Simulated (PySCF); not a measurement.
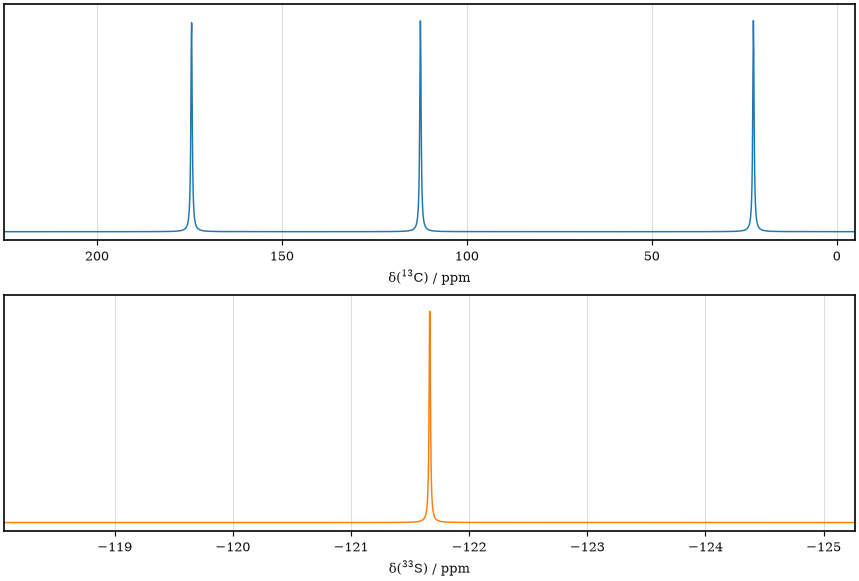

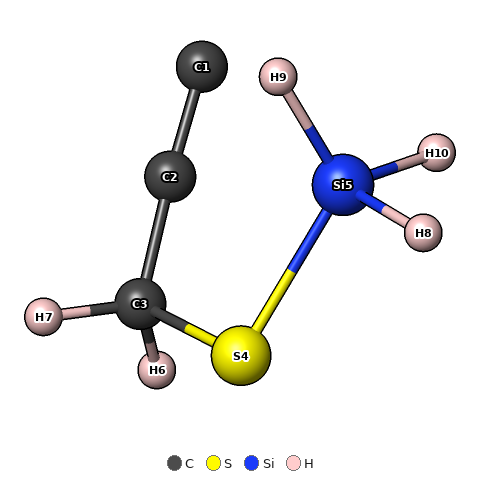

Spectrum and numbered structure of C₃H₅SSi⁻, SMILES [C-]#CCS[SiH3]. GIAO shifts, PBE0/pcSseg-1 (IEF-PCM water) with PySCF, at a PBE0-D3(BJ)/def2-SVP geometry (no frequency check), against TMS for ¹³C and CS₂ for ³³S computed at the same level. fully decoupled, line heights follow the number of nuclei, widths are arbitrary (no quadrupolar broadening); values of one conformer, averaged over methyl-type rotors and exact or near symmetry; other conformers aren't averaged in.

Assign the ¹³C signals to the numbered atoms.

```csv
δ (ppm),nuclei,atoms
174.4,1,C1
112.5,1,C2
22.5,1,C3
```

Where does the ³³S line lie?

At −121.7 ppm (S4).

Note: an anion in a basis that has no diffuse functions.
